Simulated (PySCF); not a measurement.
SMILES C[C](C)CC(C)O (C₆H₁₃O), doublet at its GFN2-xTB optimised geometry (Å):

```
20

C      0.4543     1.7045     0.0000
C     -0.0883     0.9925    -1.1846
C      0.3142     1.4311    -2.5444
C     -1.0812    -0.1000    -1.0427
C     -0.4879    -1.5226    -1.2286
C      0.7443    -1.7403    -0.3555
O     -0.1893    -1.6917    -2.6004
H      1.5489     1.7045     0.0000
H      0.1483     2.7574     0.0000
H      0.1106     1.2532     0.9275
H     -0.3861     2.1718    -2.9508
H      0.3144     0.5827    -3.2261
H      1.3017     1.8904    -2.5339
H     -1.5489    -0.0693    -0.0567
H     -1.8594    -0.0016    -1.8061
H     -1.2668    -2.2519    -0.9409
H      1.5256    -1.0416    -0.6447
H      0.4962    -1.5781     0.6897
H      1.1189    -2.7574    -0.4685
H      0.3313    -2.4950    -2.7068
```

Method: unrestricted CAM-B3LYP/def2-SVP in PySCF. Cells within 0.4 Å of a nucleus heavier than hydrogen are left out (blank, or x).

Map of the HOMO−1 amplitude (α) (bohr^(-3/2)) on the plane z = 0.0 Å; orbital energy -9.01 eV, overall sign arbitrary:

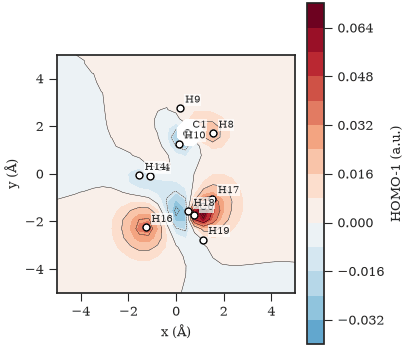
*HOMO−1 amplitude (α) (bohr^(-3/2)) on the plane z = 0.0 Å.*
